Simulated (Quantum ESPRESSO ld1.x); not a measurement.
Atomic calculation for Cr⁺

- system: Cr⁺, configuration typed as [Ar] 3d5.
- method: radial all-electron Kohn-Sham run of Quantum ESPRESSO ld1.x with rel=0, dft='PW' as typed

The input:
```
 &input
    zed=24.0,
    iswitch=1,
    rel=0,
    dft='PW',
    config='[Ar] 3d5',
    rmax=1000.0,
    prefix='ld1',
    max_out_wfc=37,
    file_charge='ld1.rho',
 /
```

Hardware: 1 CPU thread, shared host.

Run as:
```bash
OMP_NUM_THREADS=1 ld1.x < ld1.in > ld1.out
```

Output:
```
     Program LD1 v.7.5 starts

     --------------------------- All-electron run ----------------------------

     atomic number is 24.00
     dft =PW   lsd =0 sic =0 latt =0  beta=0.20 tr2=1.0E-14
     Exchange-correlation= PW
                           (   1   4   0   0   0   0   0)
     mesh =2137 r(mesh) =1002.19329 a.u. xmin = -7.00 dx = 0.00800
     1 Ry =  13.60569312 eV

     n l     nl                  e(Ry)          e(Ha)          e(eV)
     1 0     1S 1( 2.00)      -428.2834      -214.1417     -5827.0925
     2 0     2S 1( 2.00)       -48.7289       -24.3644      -662.9898
     2 1     2P 1( 6.00)       -41.5563       -20.7781      -565.4017
     3 0     3S 1( 2.00)        -5.8164        -2.9082       -79.1366
     3 1     3P 1( 6.00)        -3.8290        -1.9145       -52.0957
     3 2     3D 1( 5.00)        -0.7510        -0.3755       -10.2178

     final scf error:  2.4E-15 reached in  26 iterations

     Etot =   -2083.527220 Ry,   -1041.763610 Ha,  -28347.831966 eV

     Ekin =    2080.794364 Ry,    1040.397182 Ha,   28310.649574 eV
     Encl =   -4943.752312 Ry,   -2471.876156 Ha,  -67263.176840 eV
     Eh   =     871.623479 Ry,     435.811740 Ha,   11859.041576 eV
     Exc  =     -92.192751 Ry,     -46.096375 Ha,   -1254.346276 eV

     normalization and overlap integrals

     s(1S/1S) =  1.000000  <r> =   0.0643  <r2> =    0.0055  r(max) =   0.0423
     s(1S/2S) = -0.000000
     s(1S/3S) =  0.000000
     s(2S/2S) =  1.000000  <r> =   0.2968  <r2> =    0.1040  r(max) =   0.2461
     s(2S/3S) =  0.000000
     s(2P/2P) =  1.000000  <r> =   0.2613  <r2> =    0.0840  r(max) =   0.1983
     s(2P/3P) = -0.000000
     s(3S/3S) =  1.000000  <r> =   0.9134  <r2> =    0.9651  r(max) =   0.7850
     s(3P/3P) =  1.000000  <r> =   0.9723  <r2> =    1.1191  r(max) =   0.7977
     s(3D/3D) =  1.000000  <r> =   1.4040  <r2> =    2.6780  r(max) =   0.8369

     ------------------------ End of All-electron run ------------------------
```

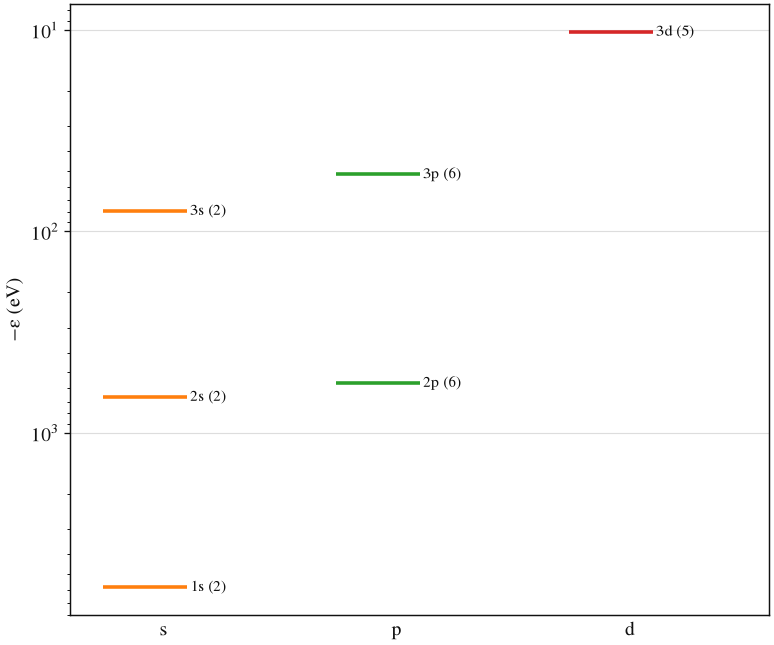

*All occupied levels, on a logarithmic scale of binding energy, are drawn by angular momentum (occupations in brackets). They are the filled levels of this odd run.*

The highest occupied level is 3d at −10.2 eV. From the top down the occupied levels run 3d (−10.2 eV), 3p (−52.1 eV), 3s (−79.1 eV), 2p (−565.4 eV), 2s (−663.0 eV), 1s (−5827 eV).

What the run reported:

```
                   quantity               value
                    outcome           converged
               total energy  −1041.7636 hartree
             kinetic energy   1040.3972 hartree
    electron–nucleus energy  −2471.8762 hartree
             Hartree energy  435.811739 hartree
exchange–correlation energy  −46.096376 hartree
             SCF iterations                  26
                  wall time              0.54 s
```

What is odd here:

The input is odd on purpose: rmax very large. The program ran to the end, and its total energy equals that of the same run with the usual input (−1041.76361 hartree) within 10⁻⁵ hartree, so the oddity leaves no trace in it.
